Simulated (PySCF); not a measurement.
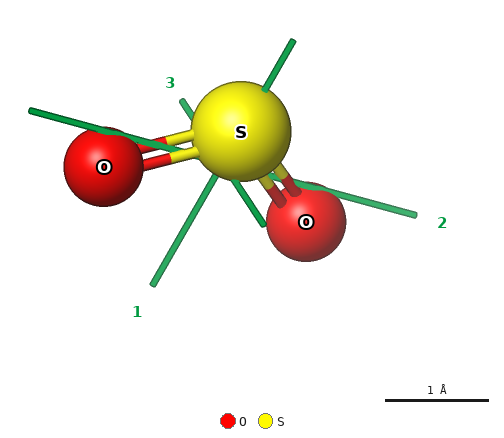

The three principal axes of inertia are drawn and numbered. Depth is shown by fading: the farther an atom, the more it takes the colour of the background. The computed structure is the end point of a GFN2-xTB optimisation. No frequency run is at hand to confirm it as a minimum. Masses are those of the most abundant isotopes; constants are for the rigid equilibrium geometry.

> Which line is the a axis (least moment of inertia), which b and which c?

a is line 2, b is line 1, c is line 3; the moments are 9.14, 47.5, 56.7 u Å².

> Classify the rotor and give the rotational constants (cm⁻¹).

An asymmetric top (C2v): A = 1.84, B = 0.355, C = 0.298 cm⁻¹. Ray's parameter κ is −0.93, close to the prolate limit.
